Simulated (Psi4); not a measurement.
# BrF (bromine fluoride) at CCSD(T)/cc-pVTZ (sweep point 6)

Aim: the energy change on altering one bond length of BrF (bromine fluoride) at CCSD(T)/cc-pVTZ (sweep point 6), from 2 runs. Input form: a Python script.

Program for the calculation: Psi4 1.11.

## (1) The molecule

The species is BrF (2 atoms), meant as a singlet with charge 0. As SMILES, `FBr`. The coordinates come from a GFN2-xTB relaxation.

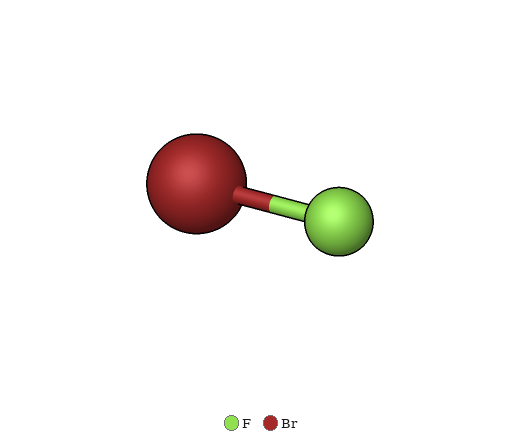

Viewed from a chosen angle; fluorine green, bromine red.

## (2) A single-point energy at CCSD(T)/cc-pVTZ (sweep point 6)

Input file brf.py:

```python
import psi4

psi4.set_memory('1600 MB')
psi4.set_num_threads(1)
psi4.core.set_output_file('output.dat', False)

geom = psi4.geometry("""
F      0.00000000     0.00000000     0.00000000
Br     0.00000000     0.00000000     3.40139364
units bohr
symmetry c1
""")

options = {'basis': 'cc-pVTZ', 'reference': 'rhf', 'puream': True, 'scf_type': 'pk', 'num_frozen_docc': 10}
psi4.set_options(options)

result, w = psi4.energy('ccsd(t)', return_wfn=True)
print(f'total energy {result:.8f} hartree = {result * 27.211386:.5f} eV')
```

Run with:

```sh
$ python brf.py
```

output.dat (excerpt; [...] marks lines left out):

```text
[...]
  Running in c1 symmetry.
[...]
  Nuclear repulsion =   92.609098898650259
[...]
  Multiplicity = 1
[...]
  Nalpha       = 22
  Nbeta        = 22
[...]
    Number of basis functions: 73
[...]
   @RHF iter   1: -2671.74119859693519   -2.01608e+00   1.16072e-02 ADIIS/DIIS
[...]
   @RHF iter  11: -2671.86249113311214   -3.18323e-12   2.28570e-09 DIIS
[...]
    Orbital Energies [Eh]
    ---------------------
    Doubly Occupied:
       1A   -490.109260     2A    -65.246787     3A    -58.603193
       4A    -58.599927     5A    -58.599927     6A    -26.325596
       7A     -9.918797     8A     -7.534124     9A     -7.520088
      10A     -7.520088    11A     -3.280120    12A     -3.273185
      13A     -3.273185    14A     -3.254876    15A     -3.254876
      16A     -1.589018    17A     -1.031250    18A     -0.684691
      19A     -0.684691    20A     -0.652001    21A     -0.456024
      22A     -0.456024
[...]
  @RHF Final Energy: -2671.86249113311214
   => Energetics <=
    Nuclear Repulsion Energy =             92.6090988986502595
    One-Electron Energy =               -3905.2077262163243176
    Two-Electron Energy =                1140.7361361845619285
    Total Energy =                      -2671.8624911331121439
[...]
 Multipole Moments:
 ------------------------------------------------------------------------------------
     Multipole            Electronic (a.u.)      Nuclear  (a.u.)        Total (a.u.)
 ------------------------------------------------------------------------------------
 L = 1.  Multiply by 2.5417464519 to convert [e a0] to [Debye]
 Dipole X            :          0.0000000            0.0000000            0.0000000
 Dipole Y            :          0.0000000            0.0000000            0.0000000
 Dipole Z            :          2.3253531           -1.5743408            0.7510123
 Magnitude           :                                                    0.7510123
[...]
      * MP2 total energy                      = -2672.344273906595845
[...]
      * CCSD total energy                     = -2672.354430940817565
[...]
      * CCSD(T) total energy                  = -2672.371836720293686
```

The script printed:

```text
total energy -2672.37183672 hartree = -72718.94158 eV
```

Wall time 37 s (1 thread of Intel Xeon Platinum 8375C at 2.90GHz (Ice Lake), shared host); peak memory 1.1 GiB.

## (3) The distorted shape at the same level

Input file calc.py:

```python
import psi4

psi4.set_memory(1600000000)
psi4.set_num_threads(1)
psi4.set_output_file('brf.out', False)

geom = psi4.geometry("""
F      0.00000000     0.00000000    -0.68022582
Br     0.00000000     0.00000000     3.40139364
units au
symmetry c1
""")

psi4.set_options(dict(basis='cc-pVTZ', reference='rhf', puream=True, scf_type='pk', num_frozen_docc=10))

e = psi4.energy('ccsd(t)')
print('E =', round(e, 9))
for k, v in sorted(psi4.core.scalar_variables().items()):
    print(f'{k:45s} {v:18.10f}')
```

Run with:

```sh
$ python calc.py
```

brf.out (excerpt; [...] marks lines left out):

```text
[...]
  Running in c1 symmetry.
[...]
  Nuclear repulsion =   77.175249453558820
[...]
  Multiplicity = 1
[...]
  Nalpha       = 22
  Nbeta        = 22
[...]
    Number of basis functions: 73
[...]
   @RHF iter   1: -2671.68622658159256   -2.29099e+00   1.14083e-02 ADIIS/DIIS
[...]
   @RHF iter  11: -2671.80446090809210   -3.63798e-12   2.11066e-09 DIIS
[...]
    Orbital Energies [Eh]
    ---------------------
    Doubly Occupied:
       1A   -490.136003     2A    -65.272677     3A    -58.629251
       4A    -58.625706     5A    -58.625706     6A    -26.307333
       7A     -9.942842     8A     -7.558245     9A     -7.543520
      10A     -7.543520    11A     -3.303940    12A     -3.297337
      13A     -3.297337    14A     -3.277950    15A     -3.277950
      16A     -1.519130    17A     -1.041890    18A     -0.635473
      19A     -0.635473    20A     -0.566258    21A     -0.484400
      22A     -0.484400
[...]
  @RHF Final Energy: -2671.80446090809210
   => Energetics <=
    Nuclear Repulsion Energy =             77.1752494535588198
    One-Electron Energy =               -3873.9467366037397369
    Two-Electron Energy =                1124.9670262420886502
    Total Energy =                      -2671.8044609080920964
[...]
 Multipole Moments:
 ------------------------------------------------------------------------------------
     Multipole            Electronic (a.u.)      Nuclear  (a.u.)        Total (a.u.)
 ------------------------------------------------------------------------------------
 L = 1.  Multiply by 2.5417464519 to convert [e a0] to [Debye]
 Dipole X            :          0.0000000            0.0000000            0.0000000
 Dipole Y            :          0.0000000            0.0000000            0.0000000
 Dipole Z            :          3.1062184           -1.8891844            1.2170340
 Magnitude           :                                                    1.2170340
[...]
      * MP2 total energy                      = -2672.303869665187449
[...]
      * CCSD total energy                     = -2672.314121282068754
[...]
      * CCSD(T) total energy                  = -2672.337086825098595
```

The script printed:

```text
E = -2672.337086825
(T) CORRECTION ENERGY                              -0.0229655430
CC D1 DIAGNOSTIC                                    0.0783787999
CC D2 DIAGNOSTIC                                    0.2650748911
CC NEW D1 DIAGNOSTIC                                0.0783787999
CC T1 DIAGNOSTIC                                    0.0170188321
CCSD CORRELATION ENERGY                            -0.5096603740
CCSD DOUBLES ENERGY                                -0.5096603740
CCSD ITERATIONS                                    16.0000000000
CCSD OPPOSITE-SPIN CORRELATION ENERGY              -0.3938997785
CCSD SAME-SPIN CORRELATION ENERGY                  -0.1157605955
CCSD SINGLES ENERGY                                 0.0000000000
CCSD TOTAL ENERGY                               -2672.3141212821
CCSD(T) CORRELATION ENERGY                         -0.5326259170
CCSD(T) TOTAL ENERGY                            -2672.3370868251
CURRENT CORRELATION ENERGY                         -0.5326259170
CURRENT ENERGY                                  -2672.3370868251
CURRENT REFERENCE ENERGY                        -2671.8044609081
DD SOLVATION ENERGY                                 0.0000000000
HF KINETIC ENERGY                                2671.3811282520
HF POTENTIAL ENERGY                             -5343.1855891601
HF TOTAL ENERGY                                 -2671.8044609081
HF VIRIAL RATIO                                     2.0001584696
MP2 CORRELATION ENERGY                             -0.4994087571
MP2 DOUBLES ENERGY                                 -0.4994087571
MP2 OPPOSITE-SPIN CORRELATION ENERGY               -0.3679855146
MP2 SAME-SPIN CORRELATION ENERGY                   -0.1314232425
MP2 SINGLES ENERGY                                 -0.0000000000
MP2 TOTAL ENERGY                                -2672.3038696652
NUCLEAR REPULSION ENERGY                           77.1752494536
ONE-ELECTRON ENERGY                             -3873.9467366037
PCM POLARIZATION ENERGY                             0.0000000000
PE ENERGY                                           0.0000000000
SCF ITERATION ENERGY                            -2671.8044609081
SCF ITERATIONS                                     11.0000000000
SCF TOTAL ENERGY                                -2671.8044609081
TWO-ELECTRON ENERGY                              1124.9670262421
```

Run time: 41 s. Hardware: 1 thread of Intel Xeon Platinum 8375C at 2.90GHz (Ice Lake), shared host; peak memory 1.1 GiB.

## (4) Results

Level: CCSD(T)/cc-pVTZ (sweep point 6), 10 core orbitals frozen.

| quantity | value |
| --- | --- |
| first shape: total energy | -2672.37184 Eh |
| first shape: HOMO energy (Hartree–Fock orbitals) | -12.41 eV |
| first shape: LUMO energy (Hartree–Fock orbitals) | 0.55 eV |
| first shape: HOMO–LUMO gap (Hartree–Fock orbitals) | 12.96 eV |
| first shape: correlation energy (10 core orbitals frozen) | -509.3 mEh |
| first shape: (T) correction | -17.41 mEh |
| first shape: T1 diagnostic | 0.010 |
| distorted shape: total energy | -2672.33709 Eh |
| distorted shape: HOMO energy (Hartree–Fock orbitals) | -13.18 eV |
| distorted shape: LUMO energy (Hartree–Fock orbitals) | -2.05 eV |
| distorted shape: HOMO–LUMO gap (Hartree–Fock orbitals) | 11.14 eV |
| distorted shape: correlation energy (10 core orbitals frozen) | -532.6 mEh |
| distorted shape: (T) correction | -22.97 mEh |
| distorted shape: T1 diagnostic | 0.017 |
| energy change with the F1–Br2 bond stretched from 1.800 to 2.160 Å | 0.946 eV |

In words: With the F1–Br2 bond stretched from 1.800 to 2.160 Å the energy rises by 0.95 eV (91.2 kJ/mol). The first shape isn't relaxed at this level, so the change isn't measured from a minimum. The triples (first shape) make up 3.4 % of the correlation energy. The triples (distorted shape) make up 4.3 % of the correlation energy.
